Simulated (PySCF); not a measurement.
## Two runs on C2H14Si4

System: C2H14Si4 (SiEt(SiH3)3), SMILES CC[Si]([SiH3])([SiH3])[SiH3].
Method of the first run: GIAO KT2/pcSseg-1 NMR shielding, non-relativistic, gas phase (PySCF 2.14.0).

The geometry comes from this level: PBE0-D3(BJ)/def2-SVP. Text and figures count atoms from 1; the logs count them from 0 in places.

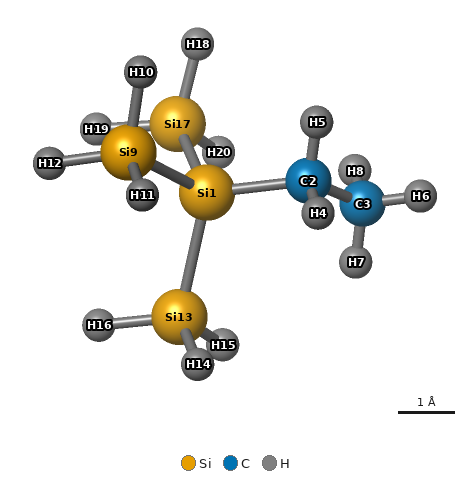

Figure 1. The input geometry (ball-and-stick view, seen at a tilt; atoms are numbered from 1 in the order of the input).

**Input, the first run**
```
{"job": {"kind": "nmr", "xc": "KT2", "basis": "pcSseg-1", "pop": false}, "charge": 0, "multiplicity": 1}
Si     0.285339     0.004600    -0.233908
C      0.195235     0.010237     1.668681
C     -1.224312     0.001329     2.225574
H      0.747626     0.898380     2.021254
H      0.762635    -0.864822     2.029457
H     -1.225765     0.012574     3.327023
H     -1.800285     0.877067     1.886709
H     -1.781322    -0.893593     1.905529
Si     2.504367    -0.050292    -0.986443
H      3.191485    -1.290597    -0.505242
H      3.269258     1.135136    -0.485747
H      2.532981    -0.040155    -2.482024
Si    -0.738271     1.914174    -1.132711
H     -0.096817     3.154806    -0.591742
H     -2.196564     1.957514    -0.797552
H     -0.598298     1.917329    -2.622042
Si    -0.809970    -1.868160    -1.128631
H     -0.255124    -3.130371    -0.544226
H     -0.620853    -1.906910    -2.612068
H     -2.278945    -1.824075    -0.842564
```

The first line tells a small driver script what to run in PySCF; the rest is the geometry in Å.

Command:
```bash
OMP_NUM_THREADS=1 python <driver script> task.json out
```

Hardware: 1 CPU thread, shared host.

**Output (the first run)**
```
coarse grid: 17352 points
cycle   1  E = -1253.9757436420  dE = -2.185e-01  |g| = 4.417e-01  |ddm| = 3.827e+00
cycle   2  E = -1253.9002740815  dE =  7.547e-02  |g| = 6.686e-01  |ddm| = 1.199e+00
cycle   3  E = -1254.0270880136  dE = -1.268e-01  |g| = 1.010e-01  |ddm| = 8.786e-01
cycle   4  E = -1254.0301091755  dE = -3.021e-03  |g| = 3.073e-02  |ddm| = 2.097e-01
cycle   5  E = -1254.0304193975  dE = -3.102e-04  |g| = 6.769e-03  |ddm| = 5.246e-02
cycle   6  E = -1254.0304292195  dE = -9.822e-06  |g| = 2.148e-03  |ddm| = 8.360e-03
final grid: 145328 points
cycle   7  E = -1254.1180529243  dE = -1.720e-04  |g| = 2.026e-02  |ddm| = 3.158e-02
cycle   8  E = -1254.1179796186  dE =  7.331e-05  |g| = 2.224e-02  |ddm| = 3.357e-02
cycle   9  E = -1254.1180878141  dE = -1.082e-04  |g| = 7.349e-03  |ddm| = 2.999e-02
cycle  10  E = -1254.1181031785  dE = -1.536e-05  |g| = 8.087e-04  |ddm| = 1.004e-02
cycle  11  E = -1254.1181034404  dE = -2.620e-07  |g| = 1.140e-04  |ddm| = 1.722e-03
cycle  12  E = -1254.1181034441  dE = -3.718e-09  |g| = 4.015e-05  |ddm| = 2.403e-04
cycle  13  E = -1254.1181034447  dE = -5.916e-10  |g| = 7.702e-06  |ddm| = 7.843e-05
converged SCF energy = -1254.1181034447

GIAO shielding tensors (ppm)
atom      isotropic    diamagn.    paramagn.     s11        s22        s33       span
  0 Si     445.126     886.675    -441.549    409.277    411.851    514.250    104.973
  1 C      174.563     254.008     -79.446    169.424    171.532    182.732     13.307
  2 C      168.040     247.955     -79.915    159.839    160.507    183.774     23.935
  3 H       30.144      32.619      -2.475     25.022     29.228     36.183     11.161
  4 H       30.145      32.617      -2.471     24.942     29.303     36.191     11.249
  5 H       29.629      27.632       1.998     24.345     26.726     37.817     13.472
  6 H       30.110      31.107      -0.997     25.163     29.939     35.229     10.066
  7 H       30.146      31.055      -0.909     25.204     29.968     35.266     10.063
  8 Si     465.546     883.570    -418.024    453.656    457.015    485.967     32.311
  9 H       27.484      29.477      -1.993     23.984     25.525     32.943      8.959
 10 H       27.487      29.457      -1.970     23.999     25.474     32.988      8.989
 11 H       27.635      29.575      -1.940     24.336     25.635     32.934      8.598
 12 Si     469.321     883.995    -414.674    453.935    466.946    487.082     33.147
 13 H       27.514      29.836      -2.322     24.211     25.210     33.122      8.911
 14 H       27.319      29.916      -2.597     23.796     25.751     32.409      8.612
 15 H       27.711      29.882      -2.170     24.439     25.696     32.999      8.559
 16 Si     469.111     884.029    -414.918    453.831    466.691    486.810     32.979
 17 H       27.507      29.885      -2.379     24.255     25.174     33.091      8.836
 18 H       27.712      29.919      -2.207     24.457     25.698     32.983      8.525
 19 H       27.321      29.953      -2.632     23.836     25.717     32.410      8.574
```

The second run used a changed input.

**The two runs side by side**

| quantity | the first run | the second run |
| --- | --- | --- |
| outcome | converged | converged |
| total energy (hartree) | −1254.118103 | −1241.956407 |
| HOMO (eV) | −6.80 | −7.81 |
| LUMO (eV) | −1.24 | −0.34 |
| dipole moment (D) | 1.14 | 1.15 |
| shielding of Si1 (ppm) | 445.1 | 440.2 |
| shielding of C2 (ppm) | 174.6 | 179.4 |
| shielding of C3 (ppm) | 168.0 | 170.8 |
| shielding of H4 (ppm) | 30.1 | 30.4 |
| shielding of Si9 (ppm) | 465.5 | 453.5 |
| shielding of Si13 (ppm) | 469.3 | 456.8 |
| shielding of Si17 (ppm) | 469.1 | 456.5 |
| SCF iterations | 13 | 12 |
| basis functions | 200 | 200 |
| wall time (shared host) | 44 s | 54 s |

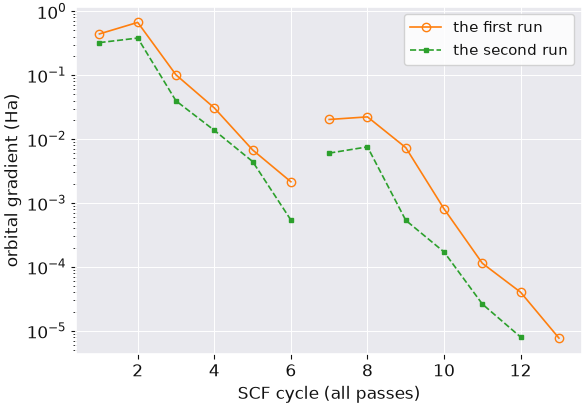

Figure 2. Convergence of the two runs: orbital gradient against the SCF cycle. A break in a curve parts two SCF passes (coarse and final grid). The first run takes 13 cycles in all, and the second run takes 12.

Which change of the input explains these differences?

The change (lines with − go, lines with + come):
```diff
-"xc": "KT2"
+"xc": "PBE0"
-"pop": false
```

The total energies belong to different methods, so their difference says nothing on which is more stable or more accurate. The HOMO goes from −6.80 to −7.81 eV. The LUMO goes from −1.24 to −0.34 eV. Of all shieldings, the largest change is that of Si13 and Si17, by −12.6 ppm. The functional changes from KT2 to PBE0. Exact exchange removes part of the self-interaction error of semilocal functionals, which pushes filled and empty levels apart. The SCF takes 12 iterations against 13.

**Output (the second run)**
```
coarse grid: 17352 points
cycle   1  E = -1241.8969868442  dE = -2.371e-01  |g| = 3.228e-01  |ddm| = 3.811e+00
cycle   2  E = -1241.8853947281  dE =  1.159e-02  |g| = 3.804e-01  |ddm| = 6.218e-01
cycle   3  E = -1241.9241474702  dE = -3.875e-02  |g| = 3.956e-02  |ddm| = 4.039e-01
cycle   4  E = -1241.9245394280  dE = -3.920e-04  |g| = 1.370e-02  |ddm| = 6.831e-02
cycle   5  E = -1241.9245896856  dE = -5.026e-05  |g| = 4.456e-03  |ddm| = 2.160e-02
cycle   6  E = -1241.9245943877  dE = -4.702e-06  |g| = 5.417e-04  |ddm| = 4.334e-03
final grid: 145328 points
cycle   7  E = -1241.9563980337  dE = -2.000e-05  |g| = 6.031e-03  |ddm| = 2.011e-02
cycle   8  E = -1241.9563917995  dE =  6.234e-06  |g| = 7.552e-03  |ddm| = 1.269e-02
cycle   9  E = -1241.9564070727  dE = -1.527e-05  |g| = 5.359e-04  |ddm| = 7.691e-03
cycle  10  E = -1241.9564071328  dE = -6.011e-08  |g| = 1.713e-04  |ddm| = 7.592e-04
cycle  11  E = -1241.9564071404  dE = -7.617e-09  |g| = 2.623e-05  |ddm| = 1.650e-04
cycle  12  E = -1241.9564071405  dE = -1.387e-10  |g| = 7.987e-06  |ddm| = 4.473e-05
converged SCF energy = -1241.9564071405

GIAO shielding tensors (ppm)
atom      isotropic    diamagn.    paramagn.     s11        s22        s33       span
  0 Si     440.216     883.863    -443.647    403.567    405.346    511.735    108.169
  1 C      179.381     253.565     -74.184    173.011    178.040    187.091     14.081
  2 C      170.785     246.975     -76.190    163.358    163.967    185.029     21.671
  3 H       30.409      32.549      -2.140     25.084     29.290     36.853     11.769
  4 H       30.409      32.544      -2.135     25.005     29.359     36.863     11.858
  5 H       29.789      27.838       1.951     24.334     26.741     38.291     13.958
  6 H       30.268      30.724      -0.456     25.075     30.045     35.685     10.610
  7 H       30.302      30.684      -0.382     25.113     30.071     35.723     10.609
  8 Si     453.536     880.851    -427.315    443.198    445.659    471.750     28.552
  9 H       27.595      29.360      -1.765     24.029     25.597     33.159      9.129
 10 H       27.597      29.342      -1.745     24.043     25.547     33.202      9.159
 11 H       27.754      29.453      -1.699     24.364     25.708     33.191      8.827
 12 Si     456.768     881.206    -424.438    443.230    454.472    472.601     29.371
 13 H       27.620      29.689      -2.069     24.271     25.292     33.296      9.026
 14 H       27.460      29.730      -2.270     23.884     25.862     32.634      8.750
 15 H       27.822      29.744      -1.923     24.453     25.748     33.264      8.812
 16 Si     456.537     881.247    -424.709    443.098    454.249    472.266     29.168
 17 H       27.613      29.735      -2.122     24.312     25.261     33.267      8.955
 18 H       27.823      29.786      -1.963     24.465     25.754     33.251      8.785
 19 H       27.463      29.767      -2.304     23.925     25.828     32.636      8.711
```
